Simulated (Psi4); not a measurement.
**C2H3F3 (1,1,2-trifluoroethane): PBE/def2-SVP**

What is the vertical ionisation energy of C2H3F3 (1,1,2-trifluoroethane) at PBE/def2-SVP? 

The calculation is run with Psi4 1.11.

2 further runs of the same task are left out: 2 set aside as unsound or not needed.

### 1 The structure to begin with

C2H3F3 has 8 atoms, charge 0, and is taken as a singlet. SMILES: `FCC(F)F`. The coordinates come from a PBE0-D4/def2-TZVP relaxation. This is one conformer, not always the lowest.

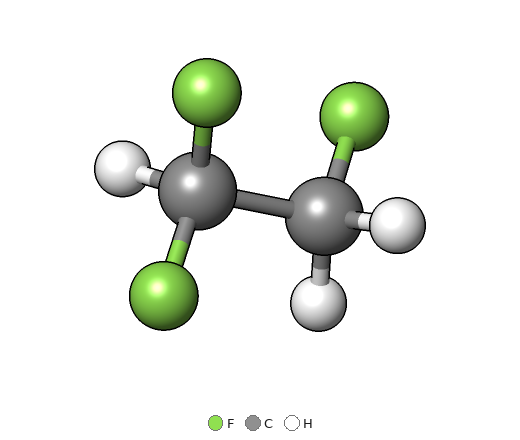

Viewed from a chosen angle; fluorine green, carbon grey, hydrogen white.

### 2 Energy and forces at PBE/def2-SVP

Contents of calc.in:

```
memory 1600 MB

molecule {
  0 1
  F
  C 1 R2
  C 2 R3 1 A3
  F 3 R4 2 A4 1 D4
  F 3 R5 4 A5 2 D5
  H 2 R6 1 A6 3 D6
  H 2 R7 6 A7 1 D7
  H 3 R8 4 A8 5 D8

  R2 = 1.372036
  R3 = 1.508762
  A3 = 109.25063
  R4 = 1.351544
  A4 = 110.3984
  D4 = -68.26143
  R5 = 1.356196
  A5 = 107.91194
  D5 = 118.1217
  R6 = 1.093394
  A6 = 109.39208
  D6 = -119.81013
  R7 = 1.092964
  A7 = 110.13062
  D7 = 119.98164
  R8 = 1.094796
  A8 = 108.17325
  D8 = 117.74722
  symmetry c1
  no_reorient
  no_com
}

set basis def2-SVP
set puream true
set e_convergence 1e-09
set d_convergence 1e-08
set scf_type pk
set dft_radial_points 99
set dft_spherical_points 590

e_tot, wfn = gradient('pbe', return_wfn=True)
oeprop(wfn, 'DIPOLE', 'LOWDIN_CHARGES', 'WIBERG_LOWDIN_INDICES', title='PBE')
```

On the command line:

```sh
$ psi4 -n 1 calc.in calc.out
```

calc.out:

```text
[...]
  Running in c1 symmetry.
[...]
  Nuclear repulsion =  191.359798377413824
[...]
  Multiplicity = 1
[...]
  Nalpha       = 21
  Nbeta        = 21
[...]
    Number of basis functions: 85
[...]
   @RKS iter   1:  -376.72131732282622   -1.27670e-01   6.29842e-03 DIIS/ADIIS
[...]
   @RKS iter  12:  -376.85821302365741   -5.00222e-12   3.09653e-09 DIIS
[...]
    Orbital Energies [Eh]
    ---------------------
    Doubly Occupied:
       1A    -24.275690     2A    -24.272251     3A    -24.257551
       4A    -10.049699     5A     -9.980864     6A     -1.141986
       7A     -1.088558     8A     -1.079110     9A     -0.693228
      10A     -0.586277    11A     -0.507442    12A     -0.498727
      13A     -0.479836    14A     -0.444196    15A     -0.431027
      16A     -0.369844    17A     -0.358788    18A     -0.340219
      19A     -0.331133    20A     -0.300485    21A     -0.279540
[...]
  @RKS Final Energy:  -376.85821302365741
   => Energetics <=
    Nuclear Repulsion Energy =            191.3597983774138243
    One-Electron Energy =                -902.2502887391319746
    Two-Electron Energy =                 377.0059483565554501
    DFT Exchange-Correlation Energy =     -42.9736710184947910
    Empirical Dispersion Energy =           0.0000000000000000
    VV10 Nonlocal Energy =                  0.0000000000000000
    Total Energy =                       -376.8582130236574130
[...]
  -Total Gradient:
     Atom            X                  Y                   Z
    ------   -----------------  -----------------  -----------------
       1        0.000233496298    -0.000222454080     0.008533737742
       2       -0.001624029923     0.005075467086     0.009306237954
       3        0.005030023223    -0.003542424954    -0.004257499928
       4        0.009512327947     0.004549663672     0.004355062181
       5       -0.002691567220    -0.000706699468    -0.011746657417
       6        0.009433855217    -0.005164130921    -0.006413140970
       7       -0.009428440084    -0.005903146164    -0.006070955707
       8       -0.010492829364     0.005905763538     0.006277720798
[...]
 Multipole Moments:
 ------------------------------------------------------------------------------------
     Multipole            Electronic (a.u.)      Nuclear  (a.u.)        Total (a.u.)
 ------------------------------------------------------------------------------------
 L = 1.  Multiply by 2.5417464519 to convert [e a0] to [Debye]
 Dipole X            :         -1.3289917            1.7326049            0.4036132
 Dipole Y            :         -1.9922037            2.2729610            0.2807573
 Dipole Z            :          0.0473054            0.0978602            0.1451657
 Magnitude           :                                                    0.5126416
[...]
```

Run time: 12 s. Hardware: 1 thread of AMD EPYC 9R45 (Zen 5), shared host; peak memory 0.78 GiB.

### 3 The doublet cation

Contents of run_ase.py:

```python
import numpy as np
from ase.calculators.psi4 import Psi4
from ase import Atoms

mol = Atoms(['F', 'C', 'C', 'F', 'F', 'H', 'H', 'H'], positions=[
    [-1.142800, -0.681000, 1.163100],
    [-0.188200, 0.195100, 0.711800],
    [0.172900, -0.152400, -0.711300],
    [0.824200, -1.335800, -0.756500],
    [1.011700, 0.803600, -1.182200],
    [0.701700, 0.118900, 1.342500],
    [-0.588500, 1.211500, 0.747300],
    [-0.698800, -0.217000, -1.370500],
])
calc = Psi4(atoms=mol, method='pbe', basis='def2-SVP', memory='1600MB', num_threads=1, charge=1, multiplicity=2, label='psi4-calc', reference='uks')
calc.psi4.set_options({'puream': True, 'e_convergence': 1e-09, 'd_convergence': 1e-08, 'scf_type': 'pk', 'dft_radial_points': 99, 'dft_spherical_points': 590, 'maxiter': 200})
mol.calc = calc

forces = mol.get_forces()
print(f'energy: {mol.get_potential_energy():.6f} eV')
print('forces / eV A^-1')
print(np.round(forces, 5))
```

On the command line:

```sh
$ python run_ase.py
```

psi4-calc.dat, cut to the lines that bear on the results:

```text
[...]
  Running in c1 symmetry.
[...]
  Nuclear repulsion =  191.359785586364609
[...]
  Multiplicity = 2
[...]
  Nalpha       = 21
  Nbeta        = 20
[...]
    Number of basis functions: 85
[...]
   @UKS iter   1:  -376.35993982936202    2.33707e-01   4.54549e-03 ADIIS/DIIS
[...]
   @UKS iter  16:  -376.43928213500067   -4.54747e-13   5.75382e-09 DIIS
[...]
   @S^2 Observed:                7.508370919E-01
[...]
  @UKS Final Energy:  -376.43928213500067
   => Energetics <=
    Nuclear Repulsion Energy =            191.3597855863646089
    One-Electron Energy =                -890.0477835643620210
    Two-Electron Energy =                 364.7639647765058726
    DFT Exchange-Correlation Energy =     -42.5152489335091417
    Empirical Dispersion Energy =           0.0000000000000000
    VV10 Nonlocal Energy =                  0.0000000000000000
    Total Energy =                       -376.4392821350006670
[...]
 Multipole Moments:
 ------------------------------------------------------------------------------------
     Multipole            Electronic (a.u.)      Nuclear  (a.u.)        Total (a.u.)
 ------------------------------------------------------------------------------------
 L = 1.  Multiply by 2.5417464519 to convert [e a0] to [Debye]
 Dipole X            :          0.7591070           -1.2002167           -0.4411097
 Dipole Y            :         -1.4734895            2.1837562            0.7102667
 Dipole Z            :         -1.2017693            1.4030447            0.2012755
 Magnitude           :                                                    0.8599816
[...]
  -Total Gradient:
     Atom            X                  Y                   Z
    ------   -----------------  -----------------  -----------------
       1       -0.014547798270    -0.010117459435     0.007031066292
       2        0.045042926472     0.003490848845    -0.059147865921
       3       -0.078025627143     0.015296675564     0.052242707098
       4        0.014732267319    -0.011731093933    -0.003693887670
       5        0.017711242478     0.009127389273    -0.009926905424
       6       -0.016924387071     0.007403115822    -0.002380417196
       7        0.007151627188    -0.012466127246     0.007700956473
       8        0.024869507373    -0.001033802013     0.008181604868
[...]
```

On the terminal:

```text
energy: -10243.434621 eV
forces / eV A^-1
[[ 0.74808  0.52026 -0.36155]
 [-2.3162  -0.17951  3.04151]
 [ 4.01224 -0.78659 -2.68643]
 [-0.75756  0.60324  0.18995]
 [-0.91075 -0.46935  0.51046]
 [ 0.87029 -0.38068  0.12241]
 [-0.36775  0.64103 -0.396  ]
 [-1.27884  0.05316 -0.42072]]
```

Wall time 22 s (1 thread of AMD EPYC 9R45 (Zen 5), shared host); peak memory 0.8 GiB.

### 4 Summary of results

Level: PBE/def2-SVP.

| quantity | value |
| --- | --- |
| singlet C2H3F3: total energy | -376.85821 Eh |
| singlet C2H3F3: dipole moment | 1.30 D |
| singlet C2H3F3: HOMO energy | -7.61 eV |
| singlet C2H3F3: LUMO energy | 0.91 eV |
| singlet C2H3F3: HOMO–LUMO gap | 8.52 eV |
| singlet C2H3F3: largest force on an atom | 0.698 eV/Å |
| doublet cation: total energy | -376.43928 Eh |
| doublet cation: HOMO energy (highest over α and β) | -15.62 eV |
| doublet cation: LUMO energy (lowest over α and β) | -15.21 eV |
| doublet cation: ⟨S²⟩ | 0.751 |
| doublet cation: largest force on an atom | 4.892 eV/Å |
| vertical ionisation energy (to the doublet cation) | 11.400 eV |

In words: Removing an electron at fixed nuclei costs 11.40 eV (1100 kJ/mol). The largest force (singlet C2H3F3) is 0.70 eV/Å: the shape isn't a stationary point for this species at this level. The negative HOMO energy of the first species, 7.61 eV, lies 3.79 eV below that difference.
